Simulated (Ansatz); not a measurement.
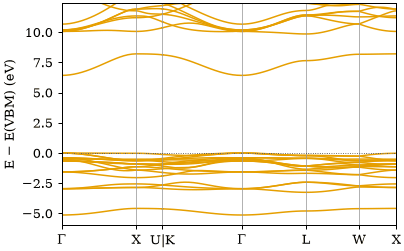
Fig. 1. Band structure from PBEsol (plane waves, PAW; program Ansatz)

Question: Read off the gap and where the band edges lie.

Answer: About 6.4 eV (6.43 eV by a search for the band edges); maximum at Γ, minimum at Γ.

Question: Pick the material that matches.
A. NaF, zinc blende
B. K2LiGaF6, Fm-3m (K on 8c, Li on 4b, Ga on 4a, F on 24e)
C. CaF2, fluorite
D. Li2O, anti-fluorite

Answer: B, K2LiGaF6, Fm-3m (K on 8c, Li on 4b, Ga on 4a, F on 24e)

The workflow started from a Materials Project entry (that database holds measured and hypothetical structures alike); the Crystallography Open Database copy checked does not list it. Whether it is the stable phase at ambient conditions was not checked. Symmetry was held in the PBEsol relaxation; whether a distortion lowers the energy is not shown. Spin–orbit coupling is left out wherever it is not named.

Potentials: the later of the program's two PAW sets.
